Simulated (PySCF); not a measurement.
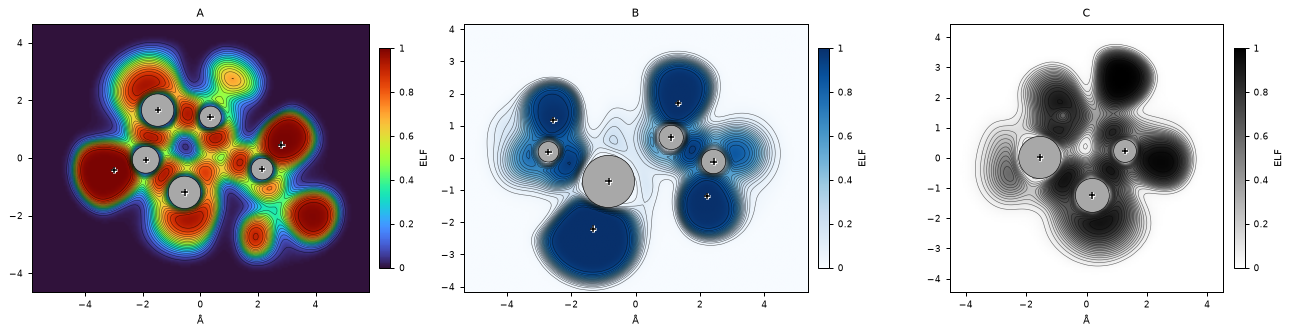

The electron localisation function of 3 systems, each on a plane through atoms (crosses mark nuclei in the plane; grey discs cover the cores).

The calculation used PBE0/pcSseg-1, SCF density, gas phase, non-relativistic (PySCF 2.14.0).

System 1: C5H10BFS2, the plane of atoms B6, S7 and C8. Geometry: GFN2-xTB.

```xyz
19

C    -1.7078   -1.1135   -0.7730
C    -0.9488    0.1414   -0.3488
C    -1.4319    0.6095    1.0212
C     0.5610   -0.1349   -0.3772
S     1.0825   -1.3237    0.9345
B     2.7172   -0.6931    1.1593
S     3.1035    0.8210    0.3230
C     1.3933    1.1392   -0.2991
F     1.4624    1.6932   -1.5446
H    -1.5070   -1.9229   -0.0749
H    -1.4067   -1.4303   -1.7689
H    -2.7772   -0.9199   -0.7830
H    -1.1353    0.9334   -1.0852
H    -1.2496   -0.1634    1.7639
H    -2.4996    0.8087    0.9845
H    -0.9312    1.5212    1.3383
H     0.8130   -0.6257   -1.3247
H     3.4964   -1.2319    1.8306
H     0.9558    1.9008    0.3567
```

System 2: C2H6OSSi (SMILES C1CS[SiH2]O1), the plane of atoms C2, S3 and Si4. Geometry: GFN2-xTB.

```xyz
11

C    -0.6130    0.7709   -0.5287
C    -1.1956   -0.3782    0.2805
S     0.0285   -1.7323    0.3253
Si    1.6338   -0.3089    0.2153
O     0.7267    0.9824   -0.1791
H    -0.6732    0.5449   -1.5994
H    -1.1607    1.6972   -0.3306
H    -2.1103   -0.7626   -0.1636
H    -1.3848   -0.0734    1.3093
H     2.5215   -0.7070   -0.8614
H     2.2327   -0.0302    1.5065
```

System 3: C3H11AlN2, the plane of atoms C2, Al4 and N5. Geometry: GFN2-xTB.

```xyz
17

C    -2.3088    0.0851   -0.6269
C    -0.9970   -0.5931   -0.2475
C    -0.4445   -0.0686    1.0992
Al    0.8801    0.8614   -0.0912
N     2.7680    0.0301    0.1882
N     0.0786   -0.2818   -1.2153
H    -3.0917   -0.1590    0.0889
H    -2.6351   -0.2278   -1.6185
H    -2.1539    1.1636   -0.6357
H    -1.1630   -1.6793   -0.2232
H    -1.2209    0.4544    1.6591
H    -0.1337   -0.9115    1.7253
H     1.3109    2.3403   -0.2136
H     2.6367   -0.9629    0.3678
H     3.3349    0.4278    0.9311
H     3.2684    0.1275   -0.6918
H    -0.1362   -0.5941   -2.1527
```

> Which map belongs to which system?

Panel A is system 1, C5H10BFS2: the plane holds C, S, B and H. B–S (1.77 Å): the ELF peaks at about 0.95 between the atoms; localised, covalent bonding. Panel B is system 3, C3H11AlN2: the plane holds C, Al, N and H. C–C (1.52 Å): the ELF peaks at about 0.95 between the atoms; localised, covalent bonding. Panel C is system 2, C2H6OSSi: the plane holds C, S and Si.
